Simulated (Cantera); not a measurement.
A closed system holds: 1 mol CuO, a varied amount of CO, 0.24 mol N2, held at 1550 °C and 15.8 Torr.

Cantera equilibrium calculation (NASA polynomials, part measured and part estimated; ideal gas, pure solids and liquids). Candidate condensed phases: C, Cu, CuO, Cu2O; 27 gas species. The numbers say what is thermodynamically allowed, not how fast it happens.

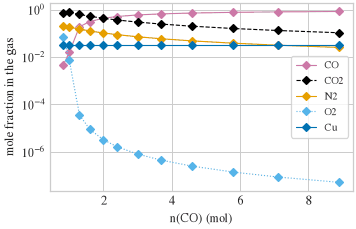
Figure. Equilibrium gas composition (values under 1e-9 drawn at 1e-9)

From 0.83 mol CO to 8.9 mol CO the condensed part is Cu(l). The main Cu-bearing gas is Cu throughout. The share of Cu in condensed phases is highest at 0.83 mol CO (95.9 %) and lowest at 8.9 mol CO (68.1 %).
